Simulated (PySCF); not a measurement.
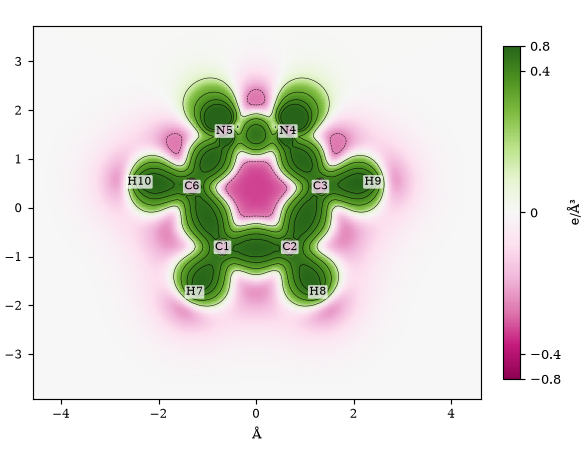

Figure. C$_{4}$H$_{4}$N$_{2}$, SMILES `c1ccnnc1`. Deformation density (molecule less spherical, spin-averaged free atoms) in the molecular plane; colour scale in e/Å³, logarithmic beyond ±0.1; green: gain, pink: loss.

Computed with PySCF, HF/def2-SVPD, geometry: GFN2-xTB. No frequency check shows the geometry to be a minimum.

Input script:

```python
import numpy as np
from pyscf import gto, scf, dft
from pyscf.scf import atom_ks, atom_hf
from scipy.linalg import block_diag

def solve(mol, dm0=None, hcore=None):
    mf = scf.UHF(mol) if mol.spin else scf.RHF(mol)
    mf = mf.density_fit(auxbasis='def2-universal-jkfit')
    mf.conv_tol, mf.max_cycle = 1e-8, 80
    if hcore is not None:
        mf.get_hcore = lambda *args: hcore
    mf.kernel(dm0)
    if not mf.converged:
        mf = mf.newton().run(mf.mo_coeff, mf.mo_occ, max_cycle=30)
    assert mf.converged, 'SCF not converged'
    return mf

mol = gto.M(atom='''
C      0.69030     1.17017     0.00000
C     -0.69030     1.17017     0.00000
C     -1.31735    -0.07533     0.00000
N     -0.64929    -1.21206     0.00000
N      0.64929    -1.21206     0.00000
C      1.31735    -0.07533     0.00000
H      1.26333     2.08527     0.00000
H     -1.26333     2.08527     0.00000
H     -2.39425    -0.16986     0.00000
H      2.39425    -0.16986     0.00000
''', basis='def2-svpd', charge=0, spin=0, verbose=4)
mf = solve(mol)
mf.analyze()
# spherically averaged free atoms, for the promolecule
atm = scf.atom_hf.get_atm_nrhf(mol)
pro = block_diag(*[(atm[a[0]][2] * atm[a[0]][3]) @ atm[a[0]][2].T for a in mol._atom])
np.savez('result.npz', e=mf.e_tot, c=mf.mo_coeff, occ=mf.mo_occ, eps=mf.mo_energy, pro=pro, dip=mf.dip_moment(verbose=0), s2=mf.spin_square()[0])
```

Launched as:

```sh
OMP_NUM_THREADS=1 python input.py
```

The run took 1.8 s on 1 thread of Intel(R) Xeon(R) 6975P-C (Granite Rapids), with other jobs on the host, peak memory 0.41 GiB.

Partitions, critical points and surface values were worked out afterwards from this run's density.

Question: How much density has each bond in this plane gained at its critical point, relative to the free atoms?

Answer: C3–H9 and C6–H10: +0.78 e/Å³ at the bond critical point (bond length 1.08 Å). C1–C2: +0.76 e/Å³ at the bond critical point (bond length 1.38 Å). C2–C3 and C1–C6: +0.76 e/Å³ at the bond critical point (bond length 1.39 Å). C1–H7 and C2–H8: +0.74 e/Å³ at the bond critical point (bond length 1.08 Å). C3–N4 and N5–C6: +0.67 e/Å³ at the bond critical point (bond length 1.32 Å). N4–N5: +0.58 e/Å³ at the bond critical point (bond length 1.30 Å). In all, 2.7 electrons gather in the regions of gain relative to the promolecule.

Question: Where do the Hirshfeld charges lie?

Answer: The highest Hirshfeld charge is on H7 and H8 (+0.07 e), the lowest on N4 and N5 (−0.12 e).

```csv
atom,charge (e)
C1,−0.04
C2,−0.04
C3,+0.02
N4,−0.12
N5,−0.12
C6,+0.02
H7,+0.07
H8,+0.07
H9,+0.07
H10,+0.07
```
